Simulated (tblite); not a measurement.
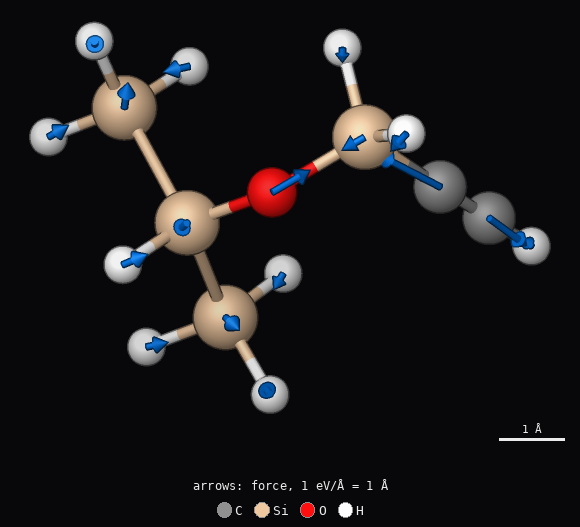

Starting geometry of C₂H₁₀OSi₄ with the computed forces as blue arrows. A ball-and-stick model, seen at a tilt.

Level of theory: GFN2-xTB geometry optimisation, gas phase (tblite 0.8.0). 

Is this structure relaxed? If not, where do the atoms go?

Answer. It isn't relaxed: the largest force vector, on a C atom, is 1.46 eV/Å. The final displacements have little in common with the starting forces (cosine between the two patterns 0.29). Over 69 geometry steps the energy falls by 7.62 kcal/mol. The atom that moves furthest after the best rigid fit is an H atom (0.40 Å). By element the largest moves are H 0.40 Å, O 0.32 Å, Si 0.22 Å, C 0.01 Å. Near-neighbour distances that change, for instance: O–Si 1.668 → 1.616 Å, C–Si 1.881 → 1.854 Å, H–Si 1.494 → 1.470 Å, H–Si 1.479 → 1.461 Å. Among the angles between lasting bonds that change: Si–Si–Si 103.3° → 119.3°, Si–O–Si 141.6° → 154.9°, O–Si–H 108.9° → 99.4°. The run took 0.69 s on 1 thread of Arm Neoverse V1, on a shared host.
